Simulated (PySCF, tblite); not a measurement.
# C4H10F2Si2: geometry, infrared bands and NMR shifts

Wanted: the infrared bands and NMR shifts of C4H10F2Si2 (`C[SiH2]/C(=C\[SiH3])C(F)F`), by calculation.

Programs: tblite 0.8.0 and PySCF 2.14.0, with density-fitted response routines of our own. Each step states its level of theory. These are calculated values for one molecule in the gas phase, unless marked as measured. Atoms are numbered from 0 throughout.

**1. Starting geometry**

18 atoms, charge 0, multiplicity 1; geometry from: force field or distance geometry start.

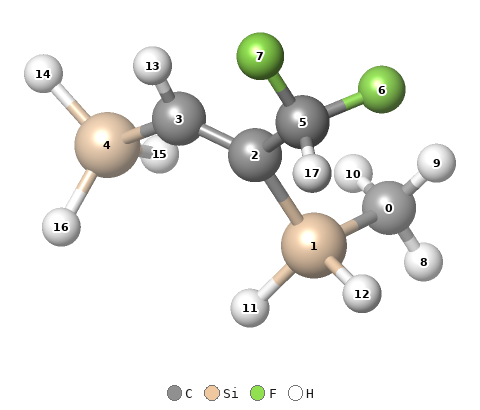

As it starts; carbon grey, silicon light orange, fluorine green, hydrogen white, atoms numbered.

**2. Geometry optimisation with GFN2-xTB**

What the job is given:

```
{"job": {"kind": "relax", "xc": "GFN2-xTB", "basis": "xTB"}, "charge": 0, "multiplicity": 1}
C      2.054600    -1.003600    -0.820200
Si     1.142500    -0.491300     0.704700
C     -0.211000     0.720400     0.346800
C     -1.498700     0.439400     0.000200
Si    -2.365700    -1.173800    -0.203500
C      0.274300     2.143900     0.457800
F      1.251800     2.397900    -0.462100
F     -0.703200     3.051400     0.208400
H      2.853300    -1.711500    -0.587900
H      2.493100    -0.138000    -1.312600
H      1.369400    -1.485200    -1.535800
H      0.564200    -1.690200     1.385100
H      2.075600     0.137900     1.688600
H     -2.178200     1.254900    -0.186700
H     -3.669400    -0.937300    -0.881800
H     -1.535100    -2.078700    -1.027000
H     -2.597400    -1.793100     1.116900
H      0.671100     2.363100     1.457500
```

The run is started by

```sh
> OMP_NUM_THREADS=1 python probes_run.py task.json out
```

This one command runs all jobs of the session in turn.

Standard output:

```text
step      E/eV     max force
  0    -722.29587    2.099
  1    -722.38208    1.682
  2    -722.41279    0.411
  3    -722.42117    0.325
  4    -722.43425    0.219
  5    -722.43867    0.178
  6    -722.44271    0.114
  7    -722.44414    0.102
  8    -722.44547    0.096
  9    -722.44653    0.086
 10    -722.44732    0.054
 11    -722.44781    0.055
 12    -722.44825    0.058
 13    -722.44878    0.057
 14    -722.44937    0.064
 15    -722.44992    0.064
 16    -722.45042    0.056
 17    -722.45094    0.050
 18    -722.45149    0.055
 19    -722.45201    0.055
 20    -722.45248    0.056
 21    -722.45297    0.055
 22    -722.45359    0.059
 23    -722.45439    0.074
 24    -722.45524    0.069
 25    -722.45593    0.064
 26    -722.45637    0.062
 27    -722.45670    0.051
 28    -722.45700    0.040
 29    -722.45727    0.038
 30    -722.45751    0.050
 31    -722.45774    0.057
 32    -722.45800    0.047
 33    -722.45828    0.041
 34    -722.45852    0.033
 35    -722.45872    0.035
 36    -722.45890    0.037
 37    -722.45907    0.033
 38    -722.45922    0.028
 39    -722.45933    0.021
 40    -722.45943    0.025
 41    -722.45957    0.032
 42    -722.45978    0.039
 43    -722.46008    0.044
 44    -722.46044    0.039
 45    -722.46078    0.042
 46    -722.46107    0.045
 47    -722.46134    0.035
 48    -722.46161    0.034
 49    -722.46189    0.037
 50    -722.46219    0.051
 51    -722.46254    0.054
 52    -722.46294    0.045
 53    -722.46329    0.052
 54    -722.46334    0.093
 55    -722.46378    0.045
 56    -722.46395    0.036
 57    -722.46431    0.034
 58    -722.46448    0.035
 59    -722.46467    0.030
 60    -722.46478    0.027
 61    -722.46487    0.023
 62    -722.46498    0.027
 63    -722.46512    0.027
 64    -722.46525    0.024
 65    -722.46531    0.014
 66    -722.46535    0.013
 67    -722.46538    0.015
 68    -722.46542    0.017
 69    -722.46546    0.017
 70    -722.46550    0.014
 71    -722.46552    0.013
 72    -722.46556    0.017
 73    -722.46562    0.019
 74    -722.46568    0.020
 75    -722.46572    0.019
 76    -722.46576    0.016
 77    -722.46580    0.017
 78    -722.46584    0.015
 79    -722.46587    0.013
 80    -722.46589    0.014
 81    -722.46592    0.013
 82    -722.46594    0.013
 83    -722.46595    0.008
```

Wall time 0.71 s (1 thread of Arm Neoverse V1, shared host); peak memory 0.17 GiB.

The steps of the relaxation: (not every step is listed)

| step | energy from step 0 (eV) | largest force (eV/Å) |
| --- | --- | --- |
| 0 | 0.0000 | 2.0987 |
| 1 | -0.0862 | 1.6823 |
| 2 | -0.1169 | 0.4109 |
| 3 | -0.1253 | 0.3248 |
| 4 | -0.1384 | 0.2193 |
| 5 | -0.1428 | 0.1782 |
| 6 | -0.1468 | 0.1145 |
| 7 | -0.1483 | 0.1016 |
| 8 | -0.1496 | 0.0956 |
| 15 | -0.1540 | 0.0642 |
| 22 | -0.1577 | 0.0589 |
| 29 | -0.1614 | 0.0380 |
| 36 | -0.1630 | 0.0367 |
| 43 | -0.1642 | 0.0439 |
| 50 | -0.1663 | 0.0506 |
| 57 | -0.1684 | 0.0342 |
| 64 | -0.1694 | 0.0241 |
| 71 | -0.1696 | 0.0127 |
| 78 | -0.1700 | 0.0149 |
| 79 | -0.1700 | 0.0134 |
| 80 | -0.1700 | 0.0140 |
| 81 | -0.1700 | 0.0130 |
| 82 | -0.1701 | 0.0132 |
| 83 | -0.1701 | 0.0077 |

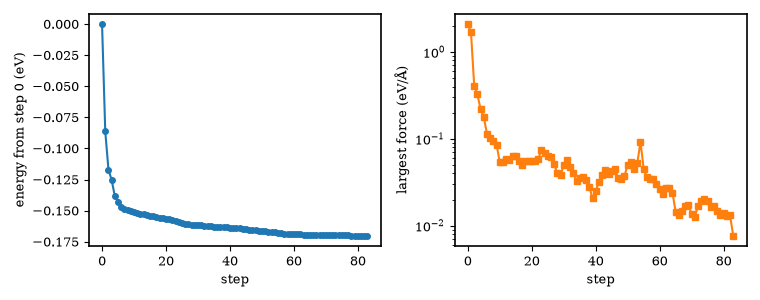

Energy and largest force along the relaxation.

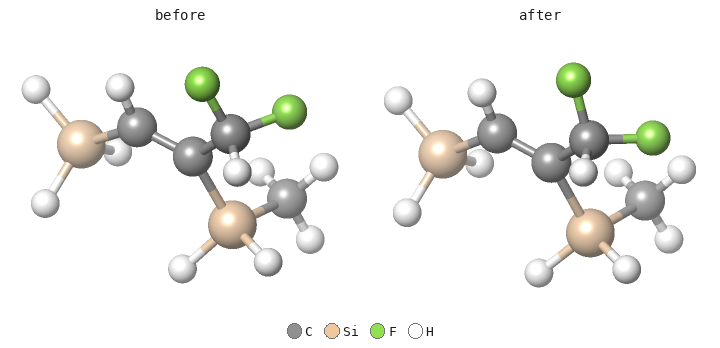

Before and after, at one scale.

Distances of close pairs at the start and the end, largest changes first:

| bond | before (Å) | after (Å) | change (Å) |
| --- | --- | --- | --- |
| C0–Si1 | 1.849 | 1.896 | +0.046 |
| Si1–C2 | 1.852 | 1.896 | +0.045 |
| C3–Si4 | 1.843 | 1.882 | +0.040 |
| C2–C3 | 1.363 | 1.331 | -0.032 |
| Si1–H11 | 1.495 | 1.467 | -0.028 |
| Si1–H12 | 1.495 | 1.469 | -0.026 |
| Si4–H14 | 1.489 | 1.465 | -0.023 |
| C0–H10 | 1.102 | 1.087 | -0.015 |

The end geometry stands in the next job.

**3. Harmonic vibrations with GFN2-xTB**

What the job is given:

```
{"job": {"kind": "ir", "xc": "GFN2-xTB", "basis": "xTB"}, "charge": 0, "multiplicity": 1}
C      1.992285    -0.982514    -0.892343
Si     1.127432    -0.536804     0.734547
C     -0.232737     0.731310     0.363188
C     -1.493811     0.479213     0.022054
Si    -2.297516    -1.213323    -0.159821
C      0.249653     2.147445     0.469371
F      1.476272     2.288007    -0.109157
F     -0.550930     3.049574    -0.152678
H      2.788960    -1.701085    -0.725722
H      2.429193    -0.102007    -1.355595
H      1.293221    -1.418847    -1.600865
H      0.487472    -1.699874     1.358771
H      2.068442     0.076126     1.681435
H     -2.141215     1.328236    -0.179738
H     -3.576857    -1.015438    -0.846216
H     -1.450119    -2.111555    -0.946944
H     -2.531752    -1.785122     1.169173
H      0.353249     2.472975     1.518894
```

Standard output:

```text
mode    cm-1     km/mol
  1      33.1      1.23
  2      53.3      0.43
  3      69.0      0.02
  4     112.4      1.37
  5     127.4      0.22
  6     139.9      1.50
  7     155.9      0.60
  8     168.7      1.49
  9     267.0     11.70
 10     324.7      0.43
 11     395.0     11.54
 12     437.4     55.21
 13     480.0     17.31
 14     516.0     23.64
 15     540.1     49.95
 16     564.4      9.37
 17     604.1     62.10
 18     662.5     49.25
 19     692.3    140.12
 20     757.1     59.37
 21     777.0    169.91
 22     779.1    202.96
 23     785.2    241.39
 24     791.7    178.44
 25     827.3     64.37
 26     835.3    203.45
 27     843.9    238.22
 28     872.0     31.51
 29     987.5     33.02
 30    1016.9    178.97
 31    1113.8    112.10
 32    1257.8     55.03
 33    1266.0     10.77
 34    1302.8     22.94
 35    1362.4     13.21
 36    1472.9      0.49
 37    1476.6      0.49
 38    1658.2      4.72
 39    2217.0    465.81
 40    2231.8     45.40
 41    2245.1    450.90
 42    2251.8    381.40
 43    2255.4    141.59
 44    2855.4     41.34
 45    2998.7     36.83
 46    3032.8     21.29
 47    3037.9      9.49
 48    3045.2     23.31
```

Run time: 0.81 s. Hardware: 1 thread of Arm Neoverse V1, shared host; peak memory 0.17 GiB.

Which atoms move in the most intense modes:

| cm⁻¹ | km/mol | atoms |
| --- | --- | --- |
| 779 | 203.0 | H12 21 %, H11 18 %, H14 15 %, H16 15 % |
| 785 | 241.4 | H14 40 %, H15 31 %, H16 11 % |
| 835 | 203.4 | H13 31 %, C3 29 %, Si4 14 % |
| 844 | 238.2 | H8 30 %, H9 14 %, C0 12 % |
| 1017 | 179.0 | C5 64 %, F6 21 % |
| 2217 | 465.8 | H12 80 %, H11 13 % |
| 2245 | 450.9 | H16 76 %, H11 10 % |
| 2252 | 381.4 | H14 53 %, H15 34 % |

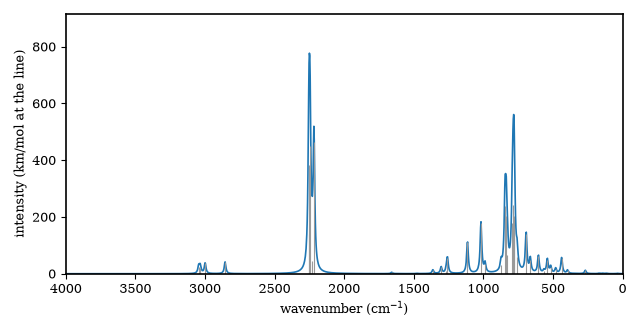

The infrared spectrum from these modes, unscaled. Lines are broadened to a width of 14 cm⁻¹ (Lorentzian).

**4. Shielding tensors: PBE0/pcSseg-1**

The job, as its differences from that of step 3:

```diff
@@ -1,2 +1,2 @@
-{"job": {"kind": "ir", "xc": "GFN2-xTB", "basis": "xTB"}, "charge": 0, "multiplicity": 1}
+{"job": {"kind": "nmr", "xc": "PBE0", "basis": "pcSseg-1"}, "charge": 0, "multiplicity": 1}
 C      1.992285    -0.982514    -0.892343
```

With the program's defaults for keys left out, this is: GIAO PBE0/pcSseg-1 NMR shielding, non-relativistic, gas phase.

Standard output:

```text
coarse grid: 15968 points
cycle   1  E = -936.2493650657  dE =  6.534e-01  |g| = 7.332e-01  |ddm| = 3.733e+00
cycle   2  E = -936.1735621019  dE =  7.580e-02  |g| = 1.013e+00  |ddm| = 1.103e+00
cycle   3  E = -936.3469111217  dE = -1.733e-01  |g| = 9.360e-02  |ddm| = 6.789e-01
cycle   4  E = -936.3482224613  dE = -1.311e-03  |g| = 5.288e-02  |ddm| = 1.183e-01
cycle   5  E = -936.3488979023  dE = -6.754e-04  |g| = 1.289e-02  |ddm| = 5.100e-02
cycle   6  E = -936.3489323641  dE = -3.446e-05  |g| = 3.603e-03  |ddm| = 1.273e-02
cycle   7  E = -936.3489356095  dE = -3.245e-06  |g| = 5.081e-04  |ddm| = 4.175e-03
final grid: 145616 points
cycle   8  E = -936.4085238486  dE = -3.913e-05  |g| = 7.801e-03  |ddm| = 2.934e-02
cycle   9  E = -936.4085154112  dE =  8.437e-06  |g| = 1.028e-02  |ddm| = 1.495e-02
cycle  10  E = -936.4085380160  dE = -2.260e-05  |g| = 9.250e-04  |ddm| = 8.169e-03
cycle  11  E = -936.4085381376  dE = -1.215e-07  |g| = 3.241e-04  |ddm| = 8.445e-04
cycle  12  E = -936.4085381565  dE = -1.898e-08  |g| = 1.214e-04  |ddm| = 3.201e-04
cycle  13  E = -936.4085381599  dE = -3.411e-09  |g| = 3.760e-05  |ddm| = 1.392e-04
cycle  14  E = -936.4085381603  dE = -3.229e-10  |g| = 7.932e-06  |ddm| = 3.579e-05
converged SCF energy = -936.4085381603

GIAO shielding tensors (ppm)
atom      isotropic    diamagn.    paramagn.     s11        s22        s33       span
  0 C      192.588     253.581     -60.993    188.093    190.820    198.851     10.758
  1 Si     404.970     882.660    -477.691    381.571    403.302    430.036     48.466
  2 C       21.729     266.495    -244.766    -90.903      8.407    147.681    238.584
  3 C       43.564     257.431    -213.867    -67.899     14.647    183.944    251.843
  4 Si     433.865     880.740    -446.875    412.553    427.217    461.825     49.272
  5 C       64.587     237.781    -173.194     41.854     66.220     85.686     43.832
  6 F      308.040     474.500    -166.460    195.867    350.029    378.223    182.356
  7 F      317.265     472.219    -154.954    225.730    345.929    380.135    154.405
  8 H       31.536      28.840       2.696     27.099     27.574     39.936     12.837
  9 H       31.118      31.104       0.014     25.901     29.728     37.725     11.824
 10 H       31.268      32.450      -1.182     26.319     29.723     37.760     11.440
 11 H       27.263      31.115      -3.851     23.717     26.498     31.575      7.858
 12 H       27.287      29.995      -2.708     24.110     25.886     31.866      7.756
 13 H       24.350      32.150      -7.800     21.711     22.482     28.858      7.147
 14 H       27.521      28.873      -1.353     24.190     25.586     32.785      8.595
 15 H       27.466      30.293      -2.827     23.390     27.909     31.100      7.710
 16 H       27.371      29.272      -1.901     24.083     25.919     32.111      8.028
 17 H       25.230      27.638      -2.408     22.542     25.081     28.067      5.525
```

Run time: 80 s. Hardware: 1 thread of Arm Neoverse V1, shared host; peak memory 0.88 GiB.

Shifts follow as δ = σ(reference) − σ, with reference shieldings (ppm) from runs at the same level and on the same kind of geometry: 1H TMS 31.72, 13C TMS 186.9, 29Si TMS 349.2, 19F CFCl3 170.9. The references are single molecules in the gas phase, so shifts against H2O, NH3, PH3, H3PO4 or CFCl3 are not on the usual liquid scales and can be off by tens of ppm. Atoms listed in one row are averaged.

| atoms | environment | σ (ppm) | δ (ppm) | δ scaled to CDCl3 |
| --- | --- | --- | --- | --- |
| C2 | fully substituted alkene carbon | 21.7 | 165.2 | 159.3 |
| C3 | alkene CH | 43.6 | 143.4 | 138.0 |
| C5 | allylic sp3 CH bonded to 2 F | 64.6 | 122.3 | 117.5 |
| C0 | methyl carbon bonded to Si | 192.6 | -5.7 | -7.4 |
| H13 | hydrogen on an alkene CH | 24.35 | 7.37 | 7.05 |
| H17 | hydrogen on an allylic sp3 CH bonded to 2 F | 25.23 | 6.49 | 6.22 |
| H11, H12 | hydrogen on a silicon bonded to 2 C | 27.28 | 4.44 | – |
| H14, H15, H16 | hydrogen on a silicon bonded to C | 27.45 | 4.26 | – |
| H8, H9, H10 | hydrogen on a methyl carbon bonded to Si | 31.31 | 0.41 | 0.49 |
| Si1 | silicon bonded to 2 C, 2 H | 405.0 | -55.8 | – |
| Si4 | silicon bonded to C, 3 H | 433.9 | -84.7 | – |
| F6, F7 | fluorine of a CF2 group | 312.7 | -141.7 | – |

The scaled column applies a straight-line fit of computed shieldings to shifts measured in CDCl3, and one for carbons that bear F (root-mean-square error 0.16 ppm for H, 1.9 ppm for C).

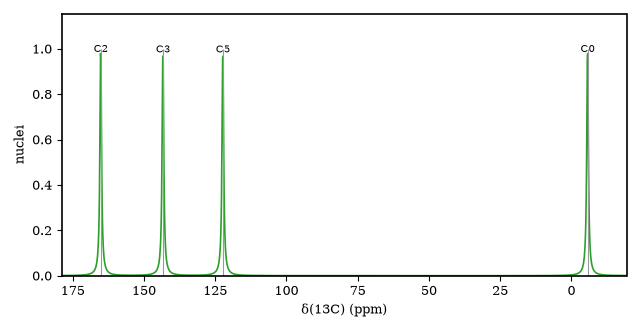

13C lines at the computed shifts, without couplings. Lines are broadened to a width of 0.68 ppm (Lorentzian).

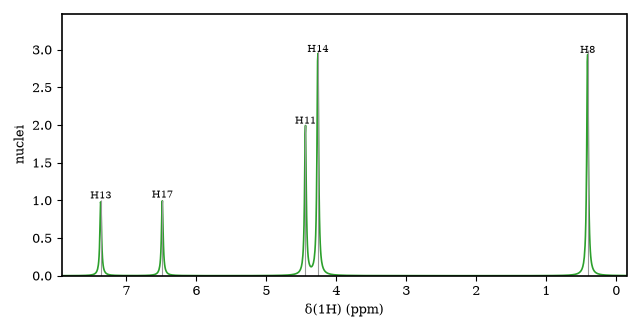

1H lines at the computed shifts, without couplings. Lines are broadened to a width of 0.03 ppm (Lorentzian).

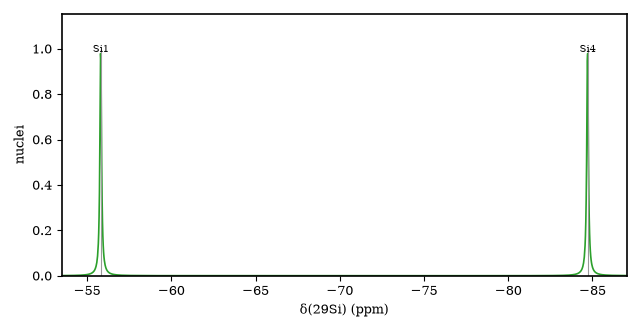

29Si lines at the computed shifts, without couplings. Lines are broadened to a width of 0.12 ppm (Lorentzian).

Charges from the same density, by scheme (e):

| atoms | Mulliken | IAO | Hirshfeld | ESP fit |
| --- | --- | --- | --- | --- |
| C0 | -0.61 | -0.71 | -0.21 | -0.50 |
| Si1 | 0.69 | 0.75 | 0.33 | 0.60 |
| C2 | -0.59 | -0.28 | -0.10 | -0.27 |
| C3 | -0.32 | -0.40 | -0.13 | -0.20 |
| Si4 | 0.52 | 0.60 | 0.32 | 0.36 |
| C5 | 0.62 | 0.44 | 0.14 | 0.41 |
| F6, F7 | -0.30 | -0.30 | -0.10 | -0.22 |

Hirshfeld charges:

C0 -0.21; Si1 0.33; C2 -0.10; C3 -0.13; Si4 0.32; C5 0.14; F6 -0.10; F7 -0.10; H8 0.04; H9 0.04; H10 0.04; H11 -0.08; H12 -0.08; H13 0.04; H14 -0.07; H15 -0.07; H16 -0.07; H17 0.05

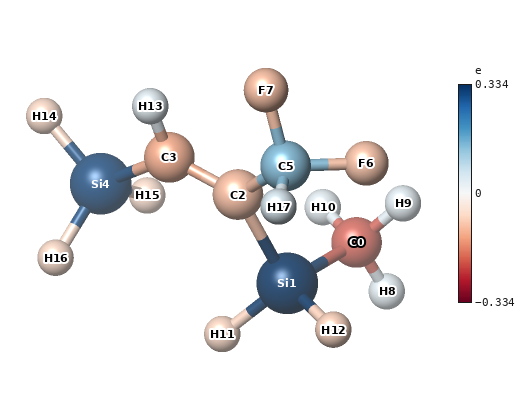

Hirshfeld charges, as colours on the atoms.

Mayer bond orders: C0–Si1 0.98, Si1–C2 0.80, C2–C3 1.92, C3–Si4 0.89, C2–C5 1.00, C5–F6 0.92, C5–F7 0.97.

Orbitals, density, ELF and potential are computed afterwards from the orbital file.

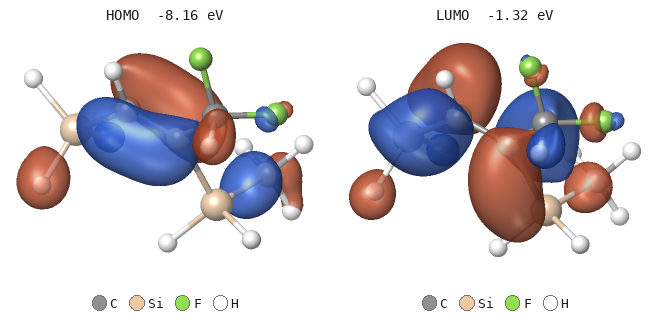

Frontier orbitals at PBE0/pcSseg-1; each surface holds 70 % of the orbital's density, blue and red mark the sign.

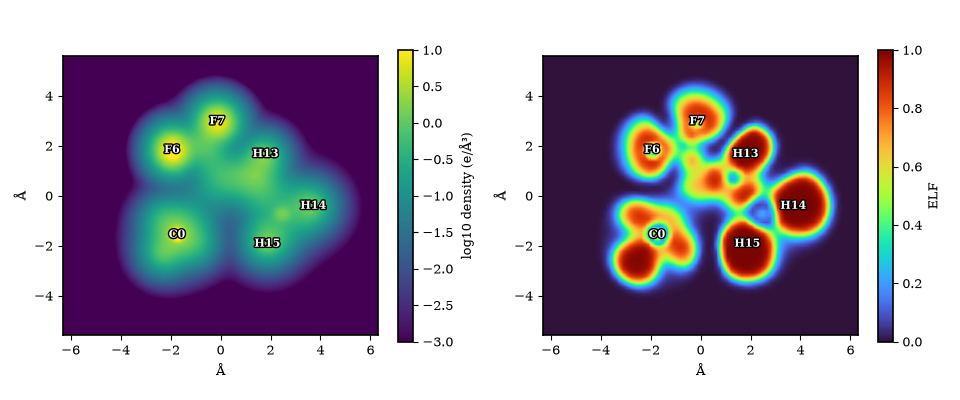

Density (left) and ELF (right) in a plane through or near 6 of the atoms.

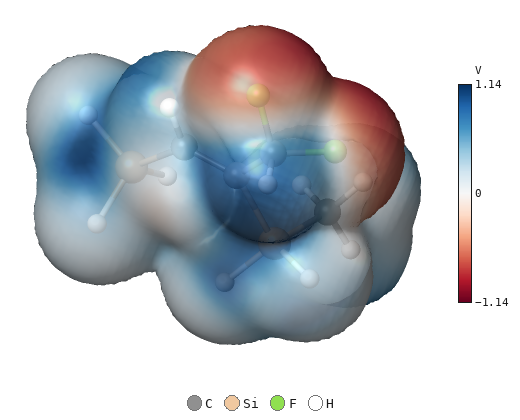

The potential that a unit positive charge feels on the 0.002 e/bohr³ surface, from -0.86 V near F7 to 1.14 V near H17.

**5. Results**

```
                                                                 quantity                             value
                                strongest single infrared mode (GFN2-xTB)             2217 cm⁻¹, 466 km/mol
                                             zero-point energy (GFN2-xTB)                     75.3 kcal/mol
                                   13C shifts against TMS (PBE0/pcSseg-1)     165.2, 143.4, 122.3, -5.7 ppm
   1H shifts against TMS (PBE0/pcSseg-1, means over atoms taken as alike)  7.37, 6.49, 4.44, 4.26, 0.41 ppm
                                  29Si shifts against TMS (PBE0/pcSseg-1)                  -55.8, -84.7 ppm
19F shifts against CFCl3 (PBE0/pcSseg-1, means over atoms taken as alike)                        -141.7 ppm
                                    surface potential, least and greatest                -0.86 V and 1.14 V
```

In words: The optimisation took 83 steps and gained 0.170 eV; among the close pairs (by a distance rule), C0–Si1 changed most, from 1.849 to 1.896 Å. All 48 modes are real, so the xTB geometry is a minimum. The strongest single mode, at 2217 cm⁻¹, moves mainly H12. Unscaled tight-binding wavenumbers are off by several per cent, some by more. Its intensities can rank the bands wrongly. The most deshielded hydrogen is H13 (hydrogen on an alkene CH), at 7.37 ppm: olefinic region. At PBE0/pcSseg-1: The widest tensor belongs to C3: span 252 ppm, with a paramagnetic part of -214 ppm. At PBE0/pcSseg-1, counted by nearest atom on the grid, the HOMO lies on C2, C3 about 31 % each; C0 7 %, the LUMO on C2, C3 about 29 % each; H13 7 %.
